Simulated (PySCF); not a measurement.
# What a change does: NMR shielding calculation on C$_{3}$H$_{8}$AlFO

System: C$_{3}$H$_{8}$AlFO, SMILES CC[O][Al]([CH3])[F].
Method of run A: GIAO PBE0/6-31G* NMR shielding, non-relativistic, gas phase (PySCF 2.14.0).

The geometry comes from this level: PBE0-D3(BJ)/def2-SVP. Text and figures count atoms from 1; the logs count them from 0 in places.

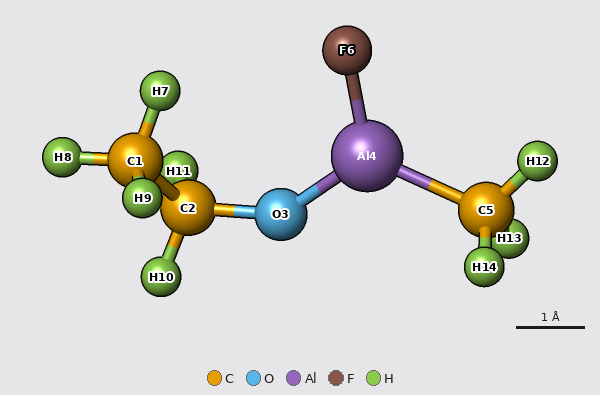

Fig. 1: The structure as given in the input (ball-and-stick view, seen at a tilt; atoms are numbered from 1 in the order of the input). Sticks mark near contacts. Bond lengths as drawn: Al–C 1.93 Å, Al–F 1.67 Å, Al–O 1.69 Å, C–C 1.52 Å, C–H 1.10 to 1.11 Å and C–O 1.39 Å.

**Input, run A**
```
{"job": {"kind": "nmr", "xc": "PBE0", "basis": "6-31G*", "pop": true}, "charge": 0, "multiplicity": 1}
C     -2.287878    -0.150592     0.380976
C     -1.257009    -1.027844    -0.302521
O      0.054825    -0.669453     0.004224
Al     1.018251     0.688386     0.282151
C      2.869013     0.489594     0.799575
F      0.339517     2.202660     0.093208
H     -2.171599     0.902643     0.080618
H     -3.309992    -0.470701     0.125427
H     -2.178306    -0.207888     1.475935
H     -1.410898    -2.080743    -0.003442
H     -1.408405    -0.992723    -1.398592
H      3.406962     1.449057     0.807916
H      3.393564    -0.198968     0.117931
H      2.937965     0.052877     1.809449
```

The first line tells a small driver script what to run in PySCF; the rest is the geometry in Å.

Command:
```bash
OMP_NUM_THREADS=1 python <driver script> task.json out
```

Hardware: 1 CPU thread, shared host.

**Output (run A)**
```
coarse grid: 12016 points
cycle   1  E = -536.1677965145  dE =  3.261e-01  |g| = 9.478e-01  |ddm| = 3.107e+00
cycle   2  E = -535.9353954212  dE =  2.324e-01  |g| = 1.469e+00  |ddm| = 1.727e+00
cycle   3  E = -536.3370009446  dE = -4.016e-01  |g| = 1.471e-01  |ddm| = 1.114e+00
cycle   4  E = -536.3414609695  dE = -4.460e-03  |g| = 4.707e-02  |ddm| = 1.422e-01
cycle   5  E = -536.3418839311  dE = -4.230e-04  |g| = 1.457e-02  |ddm| = 3.788e-02
cycle   6  E = -536.3419217002  dE = -3.777e-05  |g| = 2.986e-03  |ddm| = 1.153e-02
cycle   7  E = -536.3419235569  dE = -1.857e-06  |g| = 4.305e-04  |ddm| = 2.418e-03
final grid: 111304 points
cycle   8  E = -536.2981820690  dE = -1.434e-05  |g| = 9.929e-03  |ddm| = 1.754e-02
cycle   9  E = -536.2981627322  dE =  1.934e-05  |g| = 1.403e-02  |ddm| = 1.702e-02
cycle  10  E = -536.2982041771  dE = -4.144e-05  |g| = 1.452e-03  |ddm| = 9.931e-03
cycle  11  E = -536.2982046409  dE = -4.638e-07  |g| = 1.240e-04  |ddm| = 1.218e-03
cycle  12  E = -536.2982046429  dE = -1.950e-09  |g| = 8.103e-05  |ddm| = 1.258e-04
cycle  13  E = -536.2982046439  dE = -1.050e-09  |g| = 1.650e-05  |ddm| = 5.878e-05
cycle  14  E = -536.2982046440  dE = -5.400e-11  |g| = 2.349e-06  |ddm| = 1.420e-05
converged SCF energy = -536.2982046440

GIAO shielding tensors (ppm)
atom      isotropic    diamagn.    paramagn.     s11        s22        s33       span
  0 C      171.489     249.352     -77.864    150.294    171.862    192.310     42.016
  1 C      135.059     237.007    -101.948    108.239    119.242    177.697     69.457
  2 O      268.342     390.431    -122.089    216.096    278.857    310.073     93.977
  3 Al     487.485     798.001    -310.515    428.368    461.657    572.432    144.064
  4 C      209.785     249.214     -39.429    205.661    208.113    215.580      9.919
  5 F      322.817     468.930    -146.113    236.625    310.220    421.605    184.980
  6 H       30.291      29.911       0.380     26.471     30.272     34.131      7.660
  7 H       31.001      28.821       2.180     27.305     28.233     37.465     10.159
  8 H       30.704      29.855       0.849     28.067     29.133     34.913      6.846
  9 H       28.102      28.249      -0.147     22.836     28.064     33.406     10.570
 10 H       27.826      28.454      -0.628     22.888     27.509     33.081     10.194
 11 H       32.567      28.274       4.293     27.649     29.501     40.551     12.902
 12 H       32.393      29.184       3.209     27.574     29.737     39.868     12.294
 13 H       32.364      29.137       3.227     27.654     29.764     39.674     12.020
```

The input of run B differs as follows (lines with − go, lines with + come):
```diff
-"basis": "6-31G*"
+"basis": "aug-cc-pVDZ"
```

How does run B compare with run A?

The total energy of run B is 36.2 kcal/mol lower, which measures the change of basis and not a stability. The HOMO goes from −7.85 to −8.06 eV. The LUMO goes from 0.24 to −0.60 eV. The dipole moment goes from 1.03 to 1.17 D. Of all shieldings, the largest change is that of F6, by +21.2 ppm. Diffuse functions give room to the loosely bound empty orbitals, which lowers the LUMO. The number of SCF iterations is the same. The basis functions go from 104 to 214.

**Output (run B)**
```
coarse grid: 12016 points
cycle   1  E = -536.1824542940  dE =  3.415e-01  |g| = 9.154e-01  |ddm| = 7.508e+00
cycle   2  E = -535.9165497395  dE =  2.659e-01  |g| = 1.505e+00  |ddm| = 3.267e+00
cycle   3  E = -536.3415940911  dE = -4.250e-01  |g| = 1.535e-01  |ddm| = 1.908e+00
cycle   4  E = -536.3464028941  dE = -4.809e-03  |g| = 5.308e-02  |ddm| = 3.138e-01
cycle   5  E = -536.3469380469  dE = -5.352e-04  |g| = 1.647e-02  |ddm| = 8.431e-02
cycle   6  E = -536.3469849804  dE = -4.693e-05  |g| = 3.436e-03  |ddm| = 2.596e-02
cycle   7  E = -536.3469873927  dE = -2.412e-06  |g| = 5.091e-04  |ddm| = 5.981e-03
final grid: 111304 points
cycle   8  E = -536.3559409844  dE = -2.543e-05  |g| = 9.942e-03  |ddm| = 1.325e-01
cycle   9  E = -536.3559203449  dE =  2.064e-05  |g| = 1.422e-02  |ddm| = 3.836e-02
cycle  10  E = -536.3559627403  dE = -4.240e-05  |g| = 1.637e-03  |ddm| = 2.062e-02
cycle  11  E = -536.3559633166  dE = -5.763e-07  |g| = 1.542e-04  |ddm| = 2.608e-03
cycle  12  E = -536.3559633210  dE = -4.376e-09  |g| = 8.338e-05  |ddm| = 3.895e-04
cycle  13  E = -536.3559633221  dE = -1.064e-09  |g| = 2.704e-05  |ddm| = 1.358e-04
cycle  14  E = -536.3559633222  dE = -1.347e-10  |g| = 2.775e-06  |ddm| = 4.535e-05
converged SCF energy = -536.3559633222

GIAO shielding tensors (ppm)
atom      isotropic    diamagn.    paramagn.     s11        s22        s33       span
  0 C      172.279     202.995     -30.716    151.774    172.097    192.967     41.193
  1 C      134.124     205.962     -71.839    106.261    117.199    178.911     72.650
  2 O      266.391     371.249    -104.858    212.157    280.006    307.010     94.853
  3 Al     495.795     796.923    -301.127    435.517    459.382    592.487    156.970
  4 C      213.586     202.737      10.849    208.821    211.736    220.202     11.381
  5 F      343.980     463.683    -119.704    281.572    333.179    417.188    135.615
  6 H       29.693      25.925       3.767     26.009     29.581     33.488      7.479
  7 H       30.214      28.017       2.197     26.534     27.164     36.943     10.409
  8 H       30.169      24.987       5.183     27.632     28.437     34.439      6.807
  9 H       27.531      28.921      -1.390     22.328     27.415     32.850     10.522
 10 H       27.296      27.412      -0.116     22.369     26.925     32.594     10.225
 11 H       31.882      26.646       5.236     27.155     28.628     39.864     12.709
 12 H       31.669      24.136       7.533     27.118     28.920     38.969     11.851
 13 H       31.622      23.788       7.834     27.252     28.916     38.699     11.447
```

**The two runs side by side**

| quantity | run A | run B |
| --- | --- | --- |
| outcome | converged | converged |
| total energy (hartree) | −536.298205 | −536.355963 |
| HOMO (eV) | −7.85 | −8.06 |
| LUMO (eV) | 0.24 | −0.60 |
| dipole moment (D) | 1.03 | 1.17 |
| shielding of C1 (ppm) | 171.5 | 172.3 |
| shielding of C2 (ppm) | 135.1 | 134.1 |
| shielding of O3 (ppm) | 268.3 | 266.4 |
| shielding of Al4 (ppm) | 487.5 | 495.8 |
| shielding of C5 (ppm) | 209.8 | 213.6 |
| shielding of F6 (ppm) | 322.8 | 344.0 |
| shielding of H8 (ppm) | 31.0 | 30.2 |
| SCF iterations | 14 | 14 |
| basis functions | 104 | 214 |
| wall time (shared host) | 10 s | 31 s |
